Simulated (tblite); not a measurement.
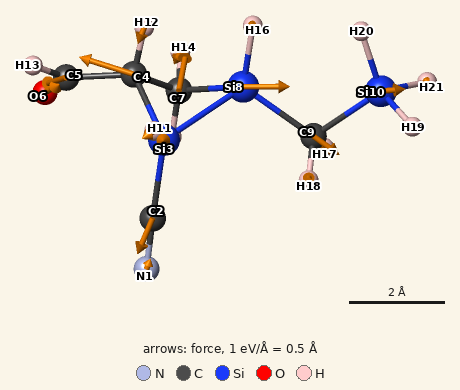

Starting geometry of C5H11NOSi3 with the computed forces as orange arrows. A ball-and-stick model, seen face on.

Method: GFN2-xTB geometry optimisation, gas phase in tblite 0.8.0. 

What follows when this structure is relaxed?

It isn't relaxed: the largest force vector, on a Si atom, is 3.09 eV/Å. The final displacements have little in common with the starting forces (cosine between the two patterns 0.09). After 214 geometry steps the energy has fallen by 42.3 kcal/mol. The O atom moves most after the best rigid fit: 2.92 Å. By element the largest moves are O 2.92 Å, H 2.82 Å, N 2.11 Å, C 1.93 Å, Si 1.21 Å. Near-neighbour distances that change, for instance: C–Si 2.338 → 2.699 Å, Si–Si 2.220 → 2.342 Å, C–Si 1.861 → 1.976 Å, C–Si 1.851 → 1.927 Å. Bond angles that change, for instance: C–Si–H 117.3° → 101.1°, Si–Si–H 116.6° → 132.6°, C–C–Si 87.8° → 101.6°. Groups turn about C–C by about 80°, C–Si by about 65°, C–Si by about 65°.
